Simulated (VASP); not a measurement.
Band structure of TiPt (space group Pm-3m). All values below come from PBEsol GGA with spin-orbit coupling, VASP's PBE PAW potentials (set 64) (plane waves; VASP 6.6.1).

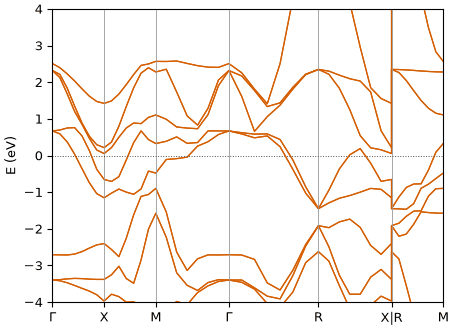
Figure. Bands along high-symmetry lines, zero at the valence-band maximum or, without a gap, the Fermi level

Question: Read the plot: is there a gap, and where are the band edges?

Answer: It has no gap at this level: it comes out as a metal or semimetal.

The structure comes from a computed database's TiPt entry (Pm-3m); how it stands against other phases isn't given here. It was relaxed first.
